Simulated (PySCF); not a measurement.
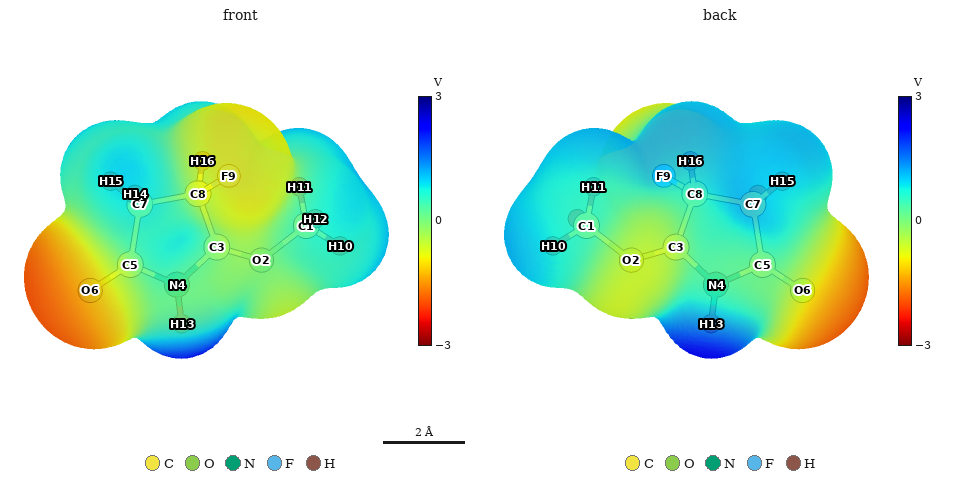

*C₅H₇FNO₂ (SMILES CO[C]1NC(=O)C[C@H]1F) (doublet). The electrostatic potential painted on the density surface at 0.002 e/bohr³, seen from the front and from behind; red is negative and blue positive.*

Geometry: GFN2-xTB.

The calculation used PySCF, UKS B3LYP, pcH-1 on C F H N O, non-relativistic, mean-field spin-orbit, GIAO.

```xyz
16

C    -2.4300   -0.8023   -0.1034
O    -1.2841   -1.0974   -0.8801
C    -0.1929   -0.3220   -0.6502
N     0.8300   -0.3125   -1.5621
C     1.9632    0.3168   -1.1237
O     2.9800    0.4569   -1.7653
C     1.6710    0.7883    0.2980
C     0.2237    0.3864    0.5842
F    -0.5648    1.5412    0.7977
H    -3.2437   -1.3744   -0.5443
H    -2.2895   -1.1116    0.9365
H    -2.6656    0.2642   -0.1318
H     0.7472   -0.7460   -2.4695
H     1.7832    1.8708    0.3586
H     2.3797    0.3361    0.9906
H     0.0849   -0.1855    1.5114
```

### Which sites attract a positive test charge, and which a negative one?

A positive charge is drawn to the negative regions and a negative charge to the positive ones. The most negative region (about −1.9 V) lies over O6, the most positive (about +2.3 V) over H13. O6 is the likeliest acceptor of a hydrogen bond.
